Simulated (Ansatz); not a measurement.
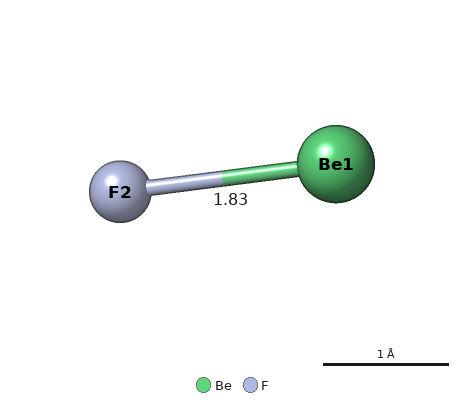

State: neutral, doublet. Geometry: a fixed input geometry, not necessarily a minimum. Basis: cc-pCVTZ on Be; cc-pVTZ on F. Computed at fixed atoms with Ansatz. R, U and RO name restricted, unrestricted and restricted open-shell orbitals; core potentials come with def2 and Stuttgart sets past Kr, some runs use density fitting (about 1 meV), and each entry rests on the lowest determinant that the runs found.

```xyz
2
charge 0, multiplicity 2
Be    0.0000    0.0000    0.0000
F     0.0000    0.0000    1.8346
```

Give total energies (hartree), correlation energies and ⟨S²⟩ of the determinant for RO-CCSD(T) (1 frozen); U-CCSD(T) (1 frozen).

```csv
method,energy (Eh),correlation (mEh),⟨S²⟩
RO-CCSD(T) (1 frozen),-114.4266,-339.9,0.75
U-CCSD(T) (1 frozen),-114.4266,-339.7,0.75
```
